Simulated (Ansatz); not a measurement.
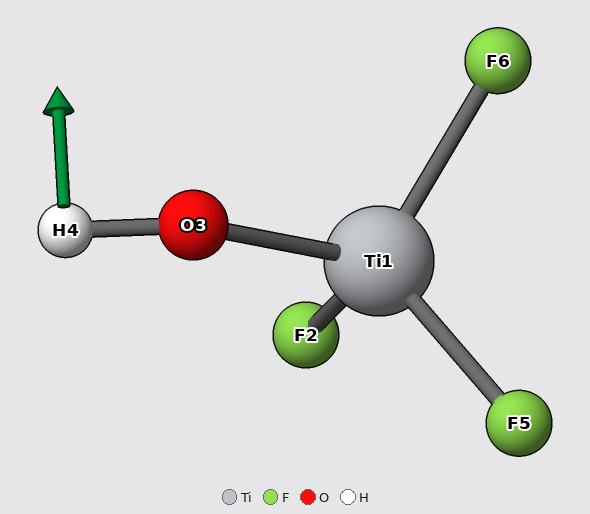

The arrows show one normal mode. The species is neutral and a spin singlet. Harmonic vibrations computed with RKS PBE0-D4/def2-TZVP (Ansatz 0.2.0) at a stationary point of the same level. It is a saddle point of order 1.

Describe the motion.

A torsion or out-of-plane motion in which bond lengths and bond angles hardly change.

Estimate its harmonic wavenumber.

74i cm⁻¹; it is mode 1 of 12 counted from the lowest.
